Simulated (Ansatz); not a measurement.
**H2O3 (trioxidane): SVWN5/STO-3G**

What is the energy change on altering one bond length of H2O3 (trioxidane) at SVWN5/STO-3G? 

The results are computed with Ansatz 0.2.0.

29 further runs of the same task are left out: 1 that didn't finish, 28 set aside as unsound or not needed.

**1. Starting point**

The species is H2O3 (5 atoms), meant as a singlet with charge 0. SMILES: `OOO`. Geometry: relaxed at GFN2-xTB. This is a higher conformer, about 11 kJ/mol above the lowest found by a separate search.

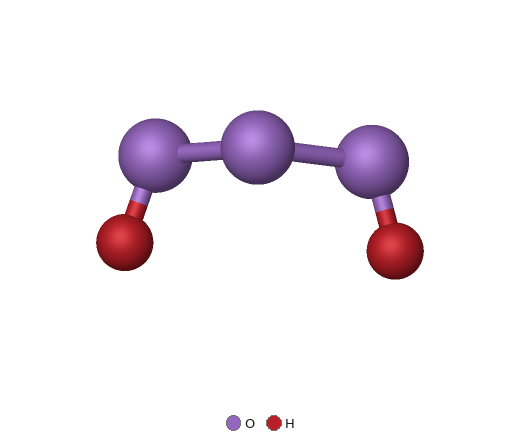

The structure, seen from a chosen angle (oxygen purple, hydrogen red).

**2. The energy at SVWN5/STO-3G**

in.yaml

```yaml
crystal:
  periodic: [false, false, false]
  atoms:
    - {symbol: O, position_ang: [-0.984020, -0.692710, -0.137760]}
    - {symbol: O, position_ang: [-0.127030, -0.049090, 0.747210]}
    - {symbol: O, position_ang: [1.176430, -0.056790, 0.262120]}
    - {symbol: H, position_ang: [-1.378730, -0.001520, -0.695970]}
    - {symbol: H, position_ang: [1.313340, 0.800110, -0.175600]}
basis:
  gaussian: {orbitals: STO-3G}
hamiltonian: {xc: {name: SVWN5}}
accuracy: high
```

Command:

```console
$ ansatz run in.yaml --threads 1 --pin off --max-ram 2610MiB --events-out events.jsonl --progress --plain --runs-dir runs
```

Output:

```text
Warning: RAYON_NUM_THREADS=1 ignored (pool sized by the plan → 1); use --threads N
Functional definition: SVWN5
  name "SVWN5"
  exchange = slater_x
  correlation = vwn5_c
297 factors; integrals over basis functions are off by at most 2.6e-8 eV
mean field evaluation 1: about -6038.6456 eV, gradient 1.4e1 eV
mean field evaluation 2: about -6038.2906 eV, gradient 2.0e1 eV
mean field evaluation 4: about -6039.3500 eV, gradient 5.8e-1 eV
mean field evaluation 8: about -6039.2914 eV, gradient 1.9e-3 eV
mean field evaluation 16: about -6039.2914 eV, gradient 2.1e-8 eV
mean field -6039.29139204 eV, -221.9398650787 hartree, gradient 4.7e-8 eV, S^2 0.000000; 0 other end points of the search recorded, 0 dependent functions left out
reference -6039.29139349 eV, -221.9398651321 hartree; 13, 13 occupied and 4, 4 virtual orbitals, 297 factors
Total energy: -6039.29139349 eV, -221.9398651321 hartree
```

It took 0.73 s on 1 thread of Intel Xeon Platinum 8259CL at 2.50GHz (Skylake/Cascade Lake), shared host; peak memory 0.1 GiB.

**3. The distorted shape, same level**

input.yaml

```yaml
crystal:
  periodic: [false, false, false]
  atoms:
    - {symbol: O, position_ang: [-0.885354, -0.865488, 0.001777]}
    - {symbol: O, position_ang: [-0.028364, -0.221868, 0.886747]}
    - {symbol: O, position_ang: [1.275096, -0.229568, 0.401657]}
    - {symbol: H, position_ang: [-1.378730, -0.001520, -0.695970]}
    - {symbol: H, position_ang: [1.412006, 0.627332, -0.036063]}
basis:
  gaussian: {orbitals: STO-3G}
hamiltonian: {xc: {name: SVWN5}}
accuracy: high
```

Command:

```console
$ ansatz run input.yaml --threads 1 --pin off --max-ram 2610MiB --events-out events.jsonl --progress --plain --runs-dir runs
```

Output:

```text
Warning: RAYON_NUM_THREADS=1 ignored (pool sized by the plan → 1); use --threads N
[... 4 set-up lines as earlier in the session ...]
296 factors; integrals over basis functions are off by at most 3.6e-8 eV
mean field evaluation 1: about -6038.5111 eV, gradient 1.3e1 eV
mean field evaluation 2: about -6038.0560 eV, gradient 2.0e1 eV
mean field evaluation 4: about -6039.1828 eV, gradient 1.3e0 eV
mean field evaluation 8: about -6039.1196 eV, gradient 4.2e-2 eV
mean field evaluation 16: about -6039.1196 eV, gradient 4.4e-7 eV
mean field -6039.11958881 eV, -221.9335514265 hartree, gradient 4.0e-9 eV, S^2 0.000000; 0 other end points of the search recorded, 0 dependent functions left out
reference -6039.11959024 eV, -221.9335514791 hartree; 13, 13 occupied and 4, 4 virtual orbitals, 296 factors
Total energy: -6039.11959024 eV, -221.9335514791 hartree
```

It took 0.91 s on 1 thread of Intel Xeon Platinum 8259CL at 2.50GHz (Skylake/Cascade Lake), shared host; peak memory 0.1 GiB.

**4. Results**

At SVWN5/STO-3G:

| quantity | value |
| --- | --- |
| first shape: total energy | -221.93987 Eh |
| distorted shape: total energy | -221.93355 Eh |
| energy change with the O1–H4 bond stretched from 0.972 to 1.215 Å | 0.172 eV |

In words: With the O1–H4 bond stretched from 0.972 to 1.215 Å the energy rises by 0.17 eV (4.0 kcal/mol). The first shape isn't relaxed at this level, so the change isn't measured from a minimum. The minimal basis adds a large error of its own.
